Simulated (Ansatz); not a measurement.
Breaking a bond: AsH, triplet.

UCCSD = CCSD on UHF/cc-pVDZ, cores with 3d frozen (Ansatz, a quantum-chemistry and plane-wave program); FCI = full CI/cc-pVDZ, cores with 3d frozen in Ansatz; UKS-PBE = unrestricted PBE/cc-pVDZ (Ansatz); UMP2 = MP2 on UHF/cc-pVDZ, cores with 3d frozen run with Ansatz.

Energies are in kcal/mol, each relative to the lowest point of its own curve near equilibrium.

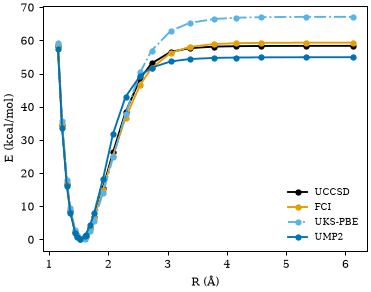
Energy against bond length for each method.

```
R / Å  UCCSD   FCI  UKS-PBE  UMP2
-----  -----  ----  -------  ----
1.15    58.3  58.6     59.2  57.3
1.22    34.5  34.8     35.6  33.7
1.30    16.9  17.0     17.9  16.2
1.36     8.6   8.7      9.4   8.0
1.44     2.3   2.4      2.8   2.0
1.47     1.1   1.1      1.4   0.9
1.53     0.0   0.0      0.0   0.0
1.60     0.6   0.5      0.2   0.9
1.62     1.1   1.0      0.6   1.5
1.69     3.5   3.3      2.6   4.2
1.76     6.8   6.5      5.6   7.9
1.91    15.6  15.0     14.0  18.2
2.08    26.3  25.3     24.7  31.9
2.29    38.4  36.7     37.8  43.0
2.54    48.5  46.7     50.5  49.4
2.73    53.1  51.6     56.9  51.8
3.05    56.5  56.2     62.8  53.6
3.37    57.7  58.0     65.3  54.4
3.79    58.1  58.9     66.4  54.7
4.16    58.2  59.1     66.8  54.8
4.57    58.3  59.2     67.0  54.9
5.34    58.3  59.3     67.1  54.9
6.12    58.3  59.3     67.1  54.9
```

At the longest distance, 6.12 Å, UKS-PBE lies highest above its minimum (67.1 kcal/mol) and UMP2 lowest (54.9 kcal/mol).

The unrestricted determinant behind UCCSD, UMP2 is spin-contaminated at 2.08 to 6.12 Å (<S²> up to 3.0, against 2.00 for a pure triplet). The unrestricted determinant behind UKS-PBE is spin-contaminated at 2.54 to 6.12 Å (<S²> up to 3.0, against 2.00 for a pure triplet).
